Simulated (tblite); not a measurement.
Geometry relaxation, with input and output: C₅H₁₂FPSi (part 1 of 4)

C₅H₁₂FPSi, SMILES CP1CC[SiH](F)CC1, computed with GFN2-xTB geometry optimisation, gas phase (tblite 0.8.0).

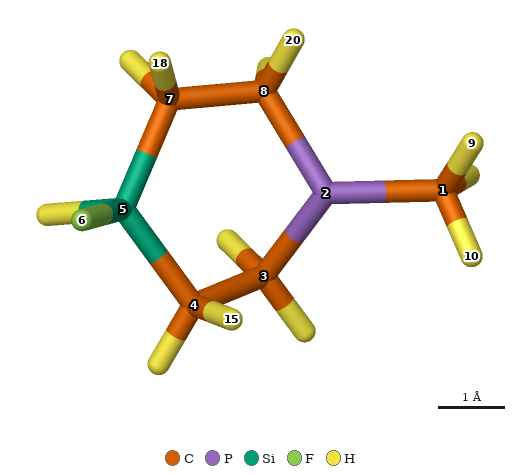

The input geometry (stick view, seen on its broad side; atoms are numbered from 1 in the order of the input).

Key numbers:

- outcome: converged
- total energy: −703.7282 eV
- hardware: 1 CPU thread, shared host
- wall time: 1.1 s
- peak memory: 0.18 GiB

Input:
```
{"job": {"kind": "relax", "xc": "GFN2-xTB", "basis": "xTB"}, "charge": 0, "multiplicity": 1}
C     -2.846600    -0.250200     0.075500
P     -1.066000    -0.113800     0.185700
C     -0.281700     1.405900    -0.486400
C      0.833000     1.684800     0.498400
Si     2.015800     0.282300     0.399400
F      2.755600     0.128900     1.905200
C      1.408000    -1.343300    -0.119300
C     -0.041200    -1.506300    -0.385000
H     -3.182600    -1.154700     0.651300
H     -3.316400     0.608600     0.640100
H     -3.304000    -0.261600    -0.925700
H      0.228000     1.124400    -1.435700
H     -0.982500     2.255000    -0.589800
H      1.273900     2.676400     0.372900
H      0.323400     1.628100     1.505900
H      3.075900     0.688700    -0.553900
H      1.975300    -1.683800    -1.018700
H      1.673500    -2.103600     0.670500
H     -0.169900    -1.598000    -1.486500
H     -0.376600    -2.457400     0.093000
```

The first line tells a small driver script what to run in tblite; the rest is the geometry in Å.

Launched with:
```bash
OMP_NUM_THREADS=1 python <driver script> task.json out
```

Output:
```
step      E/eV     max force
  0    -701.83299    4.453
  1    -702.48219    2.998
  2    -702.71173    1.322
  3    -702.80993    0.721
  4    -702.87343    0.501
  5    -702.91791    0.604
  6    -702.97172    0.616
  7    -703.02440    0.557
  8    -703.07901    0.618
  9    -703.13412    0.644
 10    -703.20164    0.733
 11    -703.26495    0.636
 12    -703.30791    0.490
 13    -703.34873    0.430
 14    -703.37853    0.484
 15    -703.40482    0.452
 16    -703.43021    0.330
 17    -703.45157    0.327
 18    -703.46721    0.282
 19    -703.48043    0.322
 20    -703.49359    0.304
 21    -703.50709    0.305
 22    -703.51877    0.253
 23    -703.52784    0.207
 24    -703.53613    0.217
 25    -703.54637    0.321
 26    -703.55914    0.358
 27    -703.57031    0.236
 28    -703.57717    0.171
 29    -703.58153    0.158
 30    -703.58568    0.178
 31    -703.59087    0.268
 32    -703.59643    0.188
 33    -703.60218    0.121
 34    -703.60435    0.117
 35    -703.60779    0.104
 36    -703.61002    0.089
 37    -703.61201    0.097
 38    -703.61336    0.084
 39    -703.61443    0.074
 40    -703.61530    0.068
 41    -703.61624    0.063
 42    -703.61745    0.088
 43    -703.61891    0.085
 44    -703.62029    0.082
 45    -703.62146    0.083
 46    -703.62259    0.076
 47    -703.62411    0.102
 48    -703.62661    0.140
 49    -703.63033    0.139
 50    -703.63464    0.165
 51    -703.63903    0.152
 52    -703.64251    0.127
 53    -703.64512    0.115
 54    -703.64687    0.107
 55    -703.64877    0.116
 56    -703.65085    0.114
 57    -703.65298    0.104
 58    -703.65500    0.102
 59    -703.65690    0.084
 60    -703.65845    0.097
 61    -703.66038    0.099
 62    -703.66272    0.090
 63    -703.66484    0.079
 64    -703.66638    0.083
 65    -703.66779    0.109
 66    -703.66939    0.114
 67    -703.67121    0.105
 68    -703.67300    0.091
 69    -703.67433    0.071
 70    -703.67499    0.069
 71    -703.67619    0.073
 72    -703.67802    0.111
 73    -703.68038    0.129
 74    -703.68271    0.113
 75    -703.68513    0.109
 76    -703.68811    0.155
 77    -703.69234    0.170
 78    -703.69477    0.364
 79    -703.70179    0.186
 80    -703.70628    0.204
 81    -703.71251    0.289
 82    -703.71555    0.220
 83    -703.71886    0.098
 84    -703.72061    0.071
 85    -703.72142    0.079
 86    -703.72254    0.079
 87    -703.72346    0.072
 88    -703.72396    0.060
 89    -703.72439    0.051
 90    -703.72493    0.047
 91    -703.72560    0.053
 92    -703.72589    0.045
 93    -703.72614    0.028
 94    -703.72629    0.035
 95    -703.72644    0.034
 96    -703.72657    0.030
 97    -703.72673    0.027
 98    -703.72688    0.027
 99    -703.72700    0.026
100    -703.72708    0.022
101    -703.72715    0.019
102    -703.72723    0.021
103    -703.72733    0.021
104    -703.72741    0.022
105    -703.72747    0.022
106    -703.72753    0.018
107    -703.72758    0.017
108    -703.72762    0.017
109    -703.72766    0.017
110    -703.72770    0.016
111    -703.72776    0.018
112    -703.72783    0.018
113    -703.72789    0.014
114    -703.72793    0.015
115    -703.72796    0.014
116    -703.72800    0.014
117    -703.72803    0.013
118    -703.72806    0.012
119    -703.72809    0.013
120    -703.72812    0.011
121    -703.72816    0.011
122    -703.72818    0.010
```

Trajectory as extended XYZ (Å, eV, eV/Å), 41 of the 123 frames kept, from step=0 to step=122:
```
20
Properties=species:S:1:pos:R:3:forces:R:3 step=0 energy=-701.83299
C    -2.8466   -0.2502    0.0755   -2.1030  -0.1140  -0.4600
P    -1.0660   -0.1138    0.1857    1.0610   0.4780   4.2980
C    -0.2817    1.4059   -0.4864    0.1210  -0.1260  -1.6730
C     0.8330    1.6848    0.4984   -1.4560   0.6710   1.5520
Si    2.0158    0.2823    0.3994    2.6160   1.2310   1.3910
F     2.7556    0.1289    1.9052   -0.5750   0.0880  -1.2310
C     1.4080   -1.3433   -0.1193    1.1350  -2.6620   0.1810
C    -0.0412   -1.5063   -0.3850   -1.5450  -1.0910  -2.0190
H    -3.1826   -1.1547    0.6513    0.5250   0.5570  -0.6430
H    -3.3164    0.6086    0.6401    0.7740  -0.5760  -0.5750
H    -3.3040   -0.2616   -0.9257   -0.0040  -0.1350   0.0760
H     0.2280    1.1244   -1.4357   -0.6920   0.6150  -0.1040
H    -0.9825    2.2550   -0.5898    0.2530  -0.5120  -0.1470
H     1.2739    2.6764    0.3729   -0.0470  -0.1730   0.0030
H     0.3234    1.6281    1.5059    0.6990   0.4910  -0.6290
H     3.0759    0.6887   -0.5539    0.0050  -0.0860   0.2320
H     1.9753   -1.6838   -1.0187   -0.2780   0.2050   0.5830
H     1.6735   -2.1036    0.6705    0.0210   0.7530  -0.5630
H    -0.1699   -1.5980   -1.4865   -0.1870  -0.3390   0.1620
H    -0.3766   -2.4574    0.0930   -0.3230   0.7250  -0.4350
20
Properties=species:S:1:pos:R:3:forces:R:3 step=3 energy=-702.80993
C    -2.8896   -0.2520    0.0614    0.7200   0.0170  -0.0220
P    -1.0324   -0.1056    0.3786   -0.0480  -0.2300   0.2340
C    -0.2821    1.3906   -0.5139   -0.0810  -0.3950   0.5430
C     0.8014    1.6993    0.5237    0.2840  -0.1030  -0.1530
Si    2.0845    0.3147    0.4270   -0.3400  -0.1160  -0.3750
F     2.7463    0.1310    1.8769    0.2400  -0.0190   0.2840
C     1.4276   -1.3924   -0.1154   -0.1810   0.3590   0.0090
C    -0.0781   -1.5253   -0.4325    0.1000   0.4280   0.3110
H    -3.1663   -1.1407    0.6226   -0.1020  -0.1840  -0.1480
H    -3.2902    0.5930    0.6161   -0.0750   0.1620  -0.0880
H    -3.3066   -0.2693   -0.9389    0.2120  -0.0580  -0.1670
H     0.1986    1.1490   -1.4616   -0.3880   0.0220  -0.1630
H    -0.9757    2.2300   -0.6035   -0.0920  -0.2440  -0.1300
H     1.2675    2.6717    0.3757   -0.0730   0.1120  -0.0160
H     0.3395    1.6598    1.5063    0.0370   0.3940   0.1870
H     3.0899    0.6900   -0.5475    0.3880   0.1140  -0.0360
H     1.9761   -1.6863   -1.0061    0.1310  -0.1580  -0.0150
H     1.6829   -2.0971    0.6676    0.0930  -0.1350   0.1070
H    -0.1921   -1.6146   -1.5091   -0.4070   0.0760  -0.1040
H    -0.4063   -2.4352    0.0694   -0.4200  -0.0440  -0.2570
20
Properties=species:S:1:pos:R:3:forces:R:3 step=6 energy=-702.97172
C    -2.8370   -0.2527    0.0559   -0.2830  -0.0780   0.0230
P    -1.0219   -0.1271    0.4579    0.1070   0.0560  -0.4330
C    -0.2932    1.3471   -0.4716   -0.0170   0.1440  -0.1220
C     0.8162    1.6991    0.5244   -0.1060   0.1230   0.1350
Si    2.0894    0.3136    0.4087    0.3250   0.0700   0.1710
F     2.7647    0.1317    1.8813   -0.0280   0.0270  -0.2930
C     1.4198   -1.3838   -0.1141    0.0490  -0.2790  -0.0170
C    -0.0880   -1.4967   -0.4205   -0.1350  -0.2610  -0.1190
H    -3.1703   -1.1513    0.5897    0.0280   0.0680  -0.1340
H    -3.2843    0.5985    0.5903    0.1240  -0.1340  -0.1730
H    -3.2656   -0.2779   -0.9549    0.5950   0.0210   0.0870
H     0.1339    1.1530   -1.4737   -0.2700  -0.3160   0.4080
H    -0.9858    2.1838   -0.6153   -0.1980  -0.2090   0.2960
H     1.2571    2.6831    0.3695    0.0110   0.0270  -0.2170
H     0.3570    1.7190    1.5221    0.2200   0.1110  -0.1050
H     3.1391    0.7026   -0.5438    0.0460  -0.0210   0.1790
H     1.9857   -1.7040   -0.9969   -0.1360  -0.0160   0.0970
H     1.6922   -2.1015    0.6722   -0.1410   0.1810  -0.1100
H    -0.2496   -1.5998   -1.5111   -0.1400   0.4330   0.4150
H    -0.4647   -2.4260    0.0269   -0.0510   0.0530  -0.0870
20
Properties=species:S:1:pos:R:3:forces:R:3 step=9 energy=-703.13412
C    -2.7952   -0.2649    0.0537   -0.1060  -0.0550  -0.0920
P    -1.0022   -0.1468    0.4884   -0.0530   0.1080   0.6050
C    -0.3112    1.3164   -0.4214   -0.0670   0.2250  -0.0180
C     0.8306    1.7133    0.5275   -0.0310   0.0850  -0.2390
Si    2.1183    0.3179    0.3966   -0.1570   0.1250  -0.0790
F     2.7917    0.1348    1.8561    0.0840  -0.0370   0.0130
C     1.4075   -1.3907   -0.1171   -0.0570   0.0770  -0.0350
C    -0.1077   -1.4910   -0.4069    0.0020  -0.0810  -0.0070
H    -3.1753   -1.1628    0.5357   -0.0070  -0.0930   0.1010
H    -3.2639    0.5923    0.5380    0.0110   0.0160   0.0330
H    -3.1231   -0.2847   -0.9771    0.2940   0.0290  -0.3990
H     0.0244    1.1002   -1.4344    0.3040  -0.3620  -0.0370
H    -1.0388    2.1051   -0.5772   -0.3650   0.2600   0.4620
H     1.2470    2.7011    0.3232    0.0800  -0.0650  -0.3300
H     0.4085    1.8048    1.5327    0.1180  -0.1730  -0.0140
H     3.2079    0.7148   -0.5119   -0.1050  -0.0890   0.1570
H     1.9783   -1.7320   -0.9802   -0.1260  -0.0400  -0.1830
H     1.6810   -2.0887    0.6717   -0.1500  -0.0340   0.1840
H    -0.3407   -1.5100   -1.4682    0.1340   0.3340  -0.3450
H    -0.5424   -2.4183   -0.0319    0.1950  -0.2320   0.2230
20
Properties=species:S:1:pos:R:3:forces:R:3 step=12 energy=-703.30791
C    -2.7605   -0.2881    0.0344    0.3770   0.0550  -0.0380
P    -0.9896   -0.1592    0.5893   -0.2040  -0.1890   0.2940
C    -0.3495    1.3106   -0.3675   -0.2720  -0.2920   0.2820
C     0.8401    1.7449    0.5000    0.0380  -0.0880  -0.2380
Si    2.1292    0.3354    0.3770   -0.3470  -0.2200  -0.0830
F     2.8327    0.1335    1.8211   -0.0420  -0.0300   0.0740
C     1.3854   -1.3952   -0.1255   -0.1280   0.1670   0.0190
C    -0.1389   -1.4930   -0.3958   -0.0420   0.4540   0.1800
H    -3.1833   -1.1868    0.4820   -0.0420   0.0370  -0.1150
H    -3.2411    0.5836    0.4759   -0.1830  -0.0350  -0.0910
H    -2.8957   -0.2879   -1.0480    0.0320  -0.0340   0.0730
H    -0.0658    0.9837   -1.3743    0.0960   0.2440   0.0960
H    -1.1520    2.0476   -0.4559    0.1730   0.1570   0.1180
H     1.2490    2.7137    0.2114    0.0540  -0.0440  -0.2410
H     0.4938    1.8781    1.5327    0.0610  -0.1320  -0.1620
H     3.2730    0.7151   -0.4508   -0.0770  -0.0520  -0.0840
H     1.9450   -1.7699   -0.9848   -0.1160   0.0060  -0.0710
H     1.6398   -2.0705    0.6933   -0.0960   0.0220   0.0580
H    -0.4221   -1.3456   -1.4453    0.3090  -0.0550  -0.0180
H    -0.5946   -2.4392   -0.0724    0.4080   0.0300  -0.0530
20
Properties=species:S:1:pos:R:3:forces:R:3 step=15 energy=-703.40482
C    -2.7308   -0.2909    0.0265   -0.2570  -0.0100   0.0430
P    -1.0071   -0.1743    0.6547    0.0790   0.0630  -0.1400
C    -0.3882    1.2888   -0.3278    0.1400   0.0750   0.0600
C     0.8408    1.7438    0.4650    0.0070  -0.1170   0.1300
Si    2.1033    0.3211    0.3671    0.3190   0.0420   0.0490
F     2.8317    0.1289    1.8120   -0.2070  -0.0100  -0.0920
C     1.3677   -1.3845   -0.1245    0.0740  -0.0570   0.0720
C    -0.1506   -1.4557   -0.3771    0.1060  -0.1270  -0.0530
H    -3.1884   -1.1866    0.4544    0.0080   0.0460  -0.1850
H    -3.2556    0.5722    0.4464   -0.0500  -0.0780  -0.1620
H    -2.8210   -0.2914   -1.0639    0.0690  -0.0280   0.1900
H    -0.0739    0.9741   -1.3368   -0.3480   0.2120   0.1960
H    -1.1678    2.0590   -0.3929    0.1880  -0.0960   0.0090
H     1.2569    2.7037    0.1391   -0.1180  -0.2180  -0.1320
H     0.5301    1.8735    1.5073    0.1050   0.1050  -0.0650
H     3.2673    0.7021   -0.4395   -0.1340  -0.0810  -0.0990
H     1.9110   -1.7760   -0.9944   -0.1600   0.0600   0.1410
H     1.6094   -2.0581    0.7053   -0.0330   0.0660  -0.0840
H    -0.3958   -1.2975   -1.4411    0.0820  -0.0280   0.2630
H    -0.5441   -2.4416   -0.0828    0.1300   0.1800  -0.1420
20
Properties=species:S:1:pos:R:3:forces:R:3 step=18 energy=-703.46721
C    -2.7086   -0.2989    0.0199   -0.0940  -0.0280  -0.0870
P    -1.0103   -0.1912    0.7179   -0.0870   0.0120  -0.0060
C    -0.4099    1.2678   -0.2592    0.0630   0.1540  -0.0360
C     0.8551    1.7332    0.4478    0.0590   0.0160   0.0650
Si    2.1196    0.3160    0.3516    0.0100   0.0770  -0.0070
F     2.8204    0.1231    1.7963   -0.0470  -0.0390   0.1960
C     1.3563   -1.3737   -0.1153    0.1080   0.0230   0.0470
C    -0.1515   -1.4287   -0.3566    0.0370  -0.0420  -0.0130
H    -3.1974   -1.1943    0.3882   -0.0560  -0.1540  -0.0150
H    -3.2705    0.5575    0.3824   -0.0780   0.0830  -0.0250
H    -2.6958   -0.3010   -1.0693   -0.0370   0.0000  -0.0040
H    -0.1673    0.9701   -1.2791   -0.1030  -0.0280  -0.1630
H    -1.1830    2.0319   -0.3204   -0.0480   0.1860   0.2070
H     1.2434    2.6724    0.0428   -0.0430  -0.1470  -0.0650
H     0.5948    1.9209    1.4893    0.1090   0.0980   0.1030
H     3.2802    0.6871   -0.4375    0.0720  -0.0190  -0.2600
H     1.8649   -1.7882   -0.9841    0.0840  -0.0250  -0.0570
H     1.5796   -2.0417    0.7135    0.1010  -0.0740   0.1270
H    -0.4022   -1.2246   -1.4006    0.0310   0.0520  -0.0710
H    -0.5228   -2.4271   -0.1307   -0.0820  -0.1430   0.0640
20
Properties=species:S:1:pos:R:3:forces:R:3 step=21 energy=-703.50709
C    -2.7168   -0.3086    0.0075    0.0910  -0.0250   0.0340
P    -1.0273   -0.1978    0.7481   -0.0550  -0.0250  -0.0320
C    -0.4202    1.2760   -0.2192   -0.2610  -0.1490   0.0490
C     0.8703    1.7238    0.4455   -0.0380   0.0050  -0.0990
Si    2.1402    0.3202    0.3452    0.0160  -0.1320   0.0300
F     2.7964    0.1135    1.8123    0.0030   0.0310   0.0340
C     1.3654   -1.3685   -0.1001   -0.0480  -0.1070  -0.0040
C    -0.1443   -1.4197   -0.3430   -0.0530   0.0430   0.0950
H    -3.2115   -1.2186    0.3385   -0.0250   0.0080   0.0020
H    -3.2960    0.5546    0.3326   -0.0270  -0.0670   0.0000
H    -2.6240   -0.3076   -1.0720   -0.1550  -0.0010  -0.2190
H    -0.2462    0.9739   -1.2566    0.0090   0.1010  -0.0070
H    -1.1906    2.0492   -0.2336    0.0390   0.1380   0.1870
H     1.2305    2.6268   -0.0374    0.1540   0.1740  -0.0070
H     0.6576    1.9638    1.4881    0.0670   0.0610   0.0030
H     3.2890    0.6692   -0.4813    0.0050  -0.0300  -0.0890
H     1.8439   -1.7963   -0.9817    0.1770  -0.0200   0.0570
H     1.5752   -2.0383    0.7352    0.1460   0.0050   0.0080
H    -0.3890   -1.1721   -1.3791    0.0320  -0.0380  -0.0820
H    -0.5076   -2.4329   -0.1521   -0.0760   0.0290   0.0410
```
